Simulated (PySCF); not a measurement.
System: C$_{4}$ (tetracarbon chain) (triplet).

```xyz
4

C    -1.9271    0.3011   -0.4156
C    -0.6340    0.1001   -0.2868
C     0.6391   -0.0977   -0.1601
C     1.9322   -0.2988   -0.0313
```

Geometry: PBE0-D3(BJ)/def2-SVP.

Method: PySCF, UKS B3LYP, IGLO-III on C, non-relativistic, mean-field spin-orbit, GIAO.

### What can the converged electron density, electron localisation function and spin density tell about the bonding?

C–C (1.29 Å): the density is about 2 e/Å³ at the midpoint; the ELF peaks at about 0.90 between the atoms; a multiple bond.
The unpaired spin (2 electrons) lies mostly on C1 (about 0.7), C4 (about 0.7), C2 (about 0.3) and C3 (about 0.3), in electrons by Hirshfeld's partition.

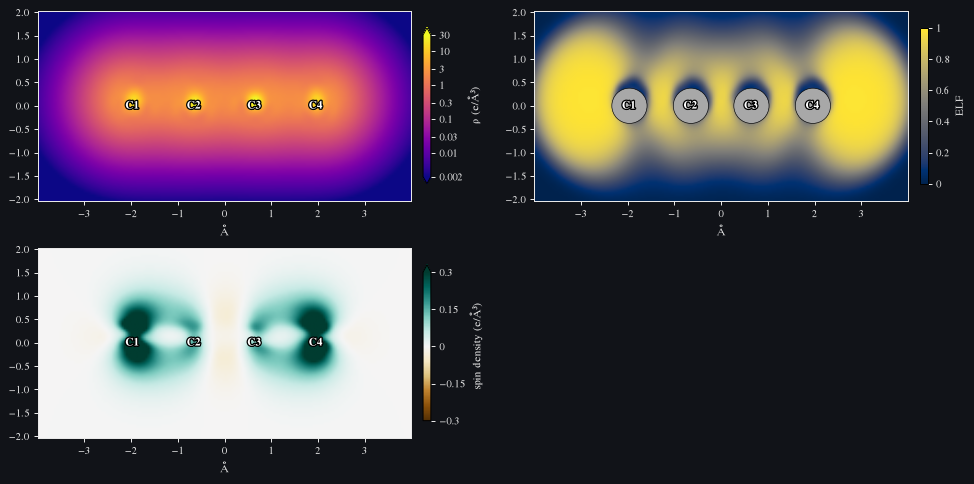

Computed electron density, electron localisation function and spin density on a plane that holds the molecular axis, in this order. Grey discs cover the atomic cores in the ELF map. 
